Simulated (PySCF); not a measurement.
C$_{2}$H$_{2}$F$_{4}$, SMILES `FCC(F)(F)F`.

Method: B3LYP/aug-cc-pVDZ; geometry: GFN2-xTB; program: PySCF. No frequency check shows the geometry to be a minimum.

Input script:

```python
import numpy as np
from pyscf import gto, scf, dft, tdscf
from pyscf.scf import atom_ks, atom_hf
from scipy.linalg import block_diag

def solve(mol, dm0=None, hcore=None):
    mf = (dft.UKS if mol.spin else dft.RKS)(mol, xc='b3lyp')
    mf.grids.level = 3
    mf = mf.density_fit(auxbasis='def2-universal-jkfit')
    mf.conv_tol, mf.max_cycle = 1e-8, 80
    if hcore is not None:
        mf.get_hcore = lambda *args: hcore
    mf.kernel(dm0)
    if not mf.converged:
        mf = mf.newton().run(mf.mo_coeff, mf.mo_occ, max_cycle=30)
    assert mf.converged, 'SCF not converged'
    return mf

mol = gto.M(atom='''
F     -1.95818    -0.18591    -0.00108
C     -0.94931     0.72320     0.00204
C      0.40426     0.00879    -0.00028
F      1.39056     0.91935     0.00666
F      0.57864    -0.76562     1.07128
F      0.58191    -0.75234    -1.07945
H     -1.03163     1.34000    -0.89831
H     -1.03438     1.32883     0.91109
''', basis='aug-cc-pvdz', charge=0, spin=0, verbose=4)
mf = solve(mol)
td = mf.TDA()
td.nstates, td.singlet, td.conv_tol = 5, True, 1e-5
td.kernel()
td.analyze()
x, y = np.array([p[0] for p in td.xy]), np.array([p[1] + 0 * p[0] for p in td.xy])
f, mu = td.oscillator_strength(), td.transition_dipole()
nto = [td.get_nto(state=i + 1, verbose=4) for i in range(len(td.e))]
# spherically averaged free atoms, for the promolecule
atm = atom_ks.get_atm_nrks(mol, xc='b3lyp')
pro = block_diag(*[(atm[a[0]][2] * atm[a[0]][3]) @ atm[a[0]][2].T for a in mol._atom])
np.savez('result.npz', e=td.e, f=f, ok=td.converged, w=[n[0] for n in nto], nto=[n[1] for n in nto], x=x, y=y, c=mf.mo_coeff, occ=mf.mo_occ, eps=mf.mo_energy, pro=pro, mu=mu)
```

Run with:

```sh
OMP_NUM_THREADS=1 python input.py
```

The run took 79 s on 1 thread of Intel(R) Xeon(R) 6975P-C (Granite Rapids), on a shared host, peak memory 0.74 GiB.

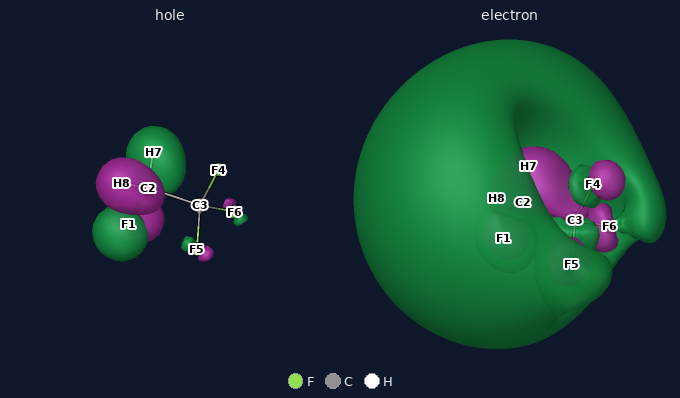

Leading natural transition orbital pair of S₂ (TDA singlet states); the surfaces enclose about 85 % of each orbital's density.

Where does the state lie, and where do hole and electron sit?

Answer. 9.14 eV (136 nm), f = 0.014, diffuse (Rydberg-like) orbital; the leading pair carries 100 %; hole on F1 (52 %), C2 (22 %) and H7 and H8 (11 % each), electron on C2 (27 %), H7 and H8 (21 % each) and F1 (14 %) (atom shares of so diffuse an orbital are rough); their centroids lie 0.7 Å apart. In canonical orbitals it is mainly HOMO−1 → LUMO (89 %). The HOMO–LUMO gap is 9.96 eV.
